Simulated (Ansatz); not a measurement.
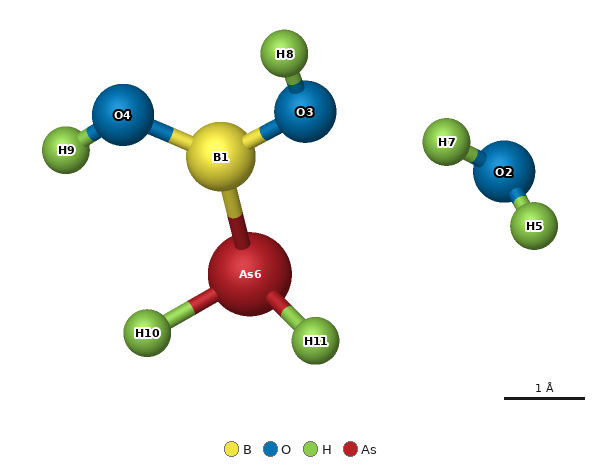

**Figure 1.** The structure (ball-and-stick view, seen at a tilt; atoms are numbered from 1 in the order of the input). Bond lengths as drawn: As–B 2.05 Å, As–H 1.52 to 1.53 Å, B–O 1.36 Å and H–O 0.96 to 0.97 Å.

## Run report: BAsH6O3, single-point calculation

- system: BAsH6O3
- method: RKS PBE0-D4/def2-TZVPP (Ansatz 0.2.0)

The geometry is the product side of a reaction. The reaction was set up to form B1–As6 and O2–H5 and to break B1–O2 and H5–As6 (atoms counted from 1 in the order of the input); sticks are drawn by distance alone. The geometry comes from this level: PBE0-D4/def2-TZVP.

### Output
```
Functional definition: PBE0
  name "PBE0"
  cite "Adamo & Barone, J. Chem. Phys. 110, 6158 (1999) doi:10.1063/1.478522"
  cite "Perdew, Burke & Ernzerhof, Phys. Rev. Lett. 77, 3865 (1996) doi:10.1103/PhysRevLett.77.3865"
  parent pbe
  parameter a = 0.25
  parameter kappa = 0.804
  parameter beta = 0.06672455060314922
  exchange = (1 - a)*pbe_x(kappa = kappa, mu = beta*pi^2/3) + a*exact_x
  correlation = pbe_c(beta = beta)
1399 factors; their error is unknown
mean field evaluation 1: about -67737.1595 eV, gradient 8.1e1 eV
mean field evaluation 2: about -67723.7570 eV, gradient 1.2e2 eV
mean field evaluation 4: about -67747.4422 eV, gradient 3.7e0 eV
mean field evaluation 8: about -67747.4644 eV, gradient 6.1e-2 eV
mean field evaluation 16: about -67747.7290 eV, gradient 8.3e-5 eV
mean field -67747.72904411 eV, -2489.6831213110 hartree, gradient 8.3e-5 eV, S^2 0.000000; 0 other end points of the search recorded, 0 dependent functions left out
reference -67747.72907605 eV, -2489.6831224846 hartree; 34, 34 occupied and 222, 222 virtual orbitals, 1399 factors
Total energy: -67747.89966781 eV, -2489.6893916163 hartree
```

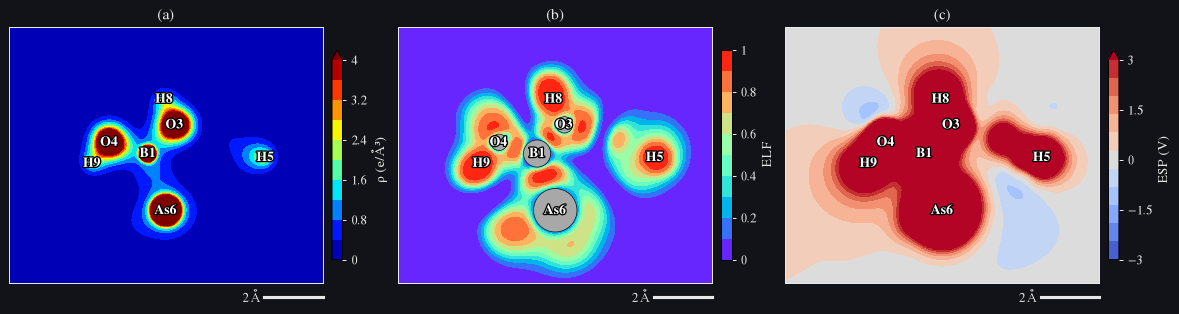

**Figure 2.** (a) electron density; (b) electron localisation function; (c) electrostatic potential on the plane of atoms O3, B1 and O4. Grey discs, where drawn, cover atomic cores. The section cuts through B, O, H and As sites.

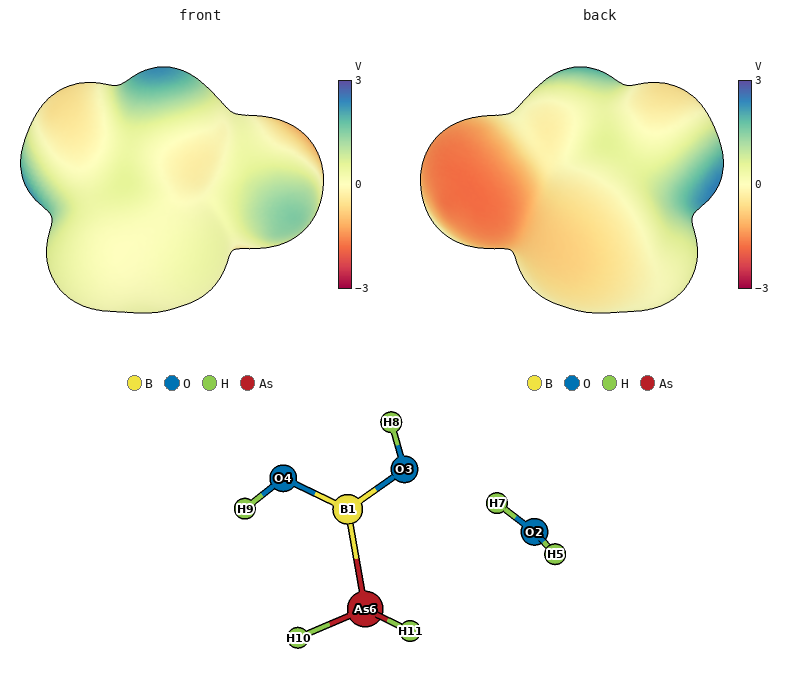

**Figure 3.** The molecular electrostatic potential painted on the density surface at 0.001 e/bohr³, seen face on and from behind; red is negative and blue positive. The bare structure is drawn below in the same view. A positive charge is drawn to the negative regions and a negative charge to the positive ones.

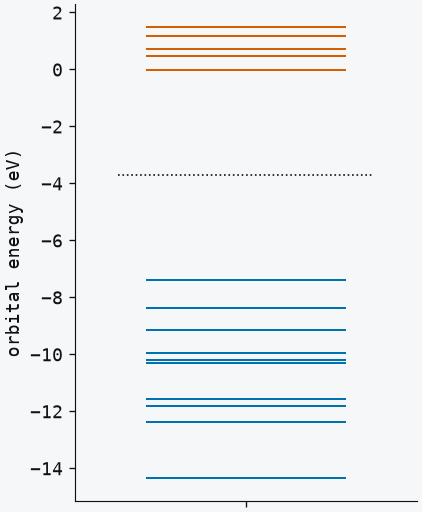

**Figure 4.** Orbital energies near the frontier; the dotted line parts filled from empty levels, and levels within 0.02 eV of each other stand side by side. Highest filled −7.40 eV, lowest empty −0.01 eV, 7.39 eV apart.

This output came from the following input.

### The input
```yaml
crystal:
  periodic: [false, false, false]
  atoms:
    - {symbol: B, position_ang: [0.343640, -0.525966, -0.748112]}
    - {symbol: O, position_ang: [0.367175, 1.764244, 2.053223]}
    - {symbol: O, position_ang: [0.807716, 0.750870, -0.619463]}
    - {symbol: O, position_ang: [0.779169, -1.242644, -1.819331]}
    - {symbol: H, position_ang: [-0.398361, 2.338960, 1.996133]}
    - {symbol: As, position_ang: [-0.844394, -1.289947, 0.743024]}
    - {symbol: H, position_ang: [0.616739, 1.586830, 1.137491]}
    - {symbol: H, position_ang: [1.413612, 0.993008, -1.329061]}
    - {symbol: H, position_ang: [0.407053, -2.123710, -1.884493]}
    - {symbol: H, position_ang: [-1.670450, -2.120210, -0.236408]}
    - {symbol: H, position_ang: [-1.822100, -0.131337, 0.707097]}
basis:
  gaussian: {orbitals: def2-TZVPP}
hamiltonian: {xc: pbe0, dispersion: d4}
output: {orbitals: {seedname: orbitals}}
```

Launch command:
```bash
ansatz run in.yaml --threads 8 --pin off --events-out ev --progress --plain --max-ram 19148MiB
```

### Results in brief

| quantity | value |
| --- | --- |
| outcome | converged |
| total energy | −67747.8997 eV |
| mean-field energy | −67747.7291 eV |
| dispersion energy | −0.1706 eV |
| SCF solution under orbital rotations | stable |
| HOMO | −7.40 eV |
| LUMO | −0.01 eV |
| hardware | 8 threads of Arm Neoverse V1, 23 GiB of memory available, shared host |
| wall time | 2.1 s (CPU time 14 s) |
| peak memory | 0.7 GiB |
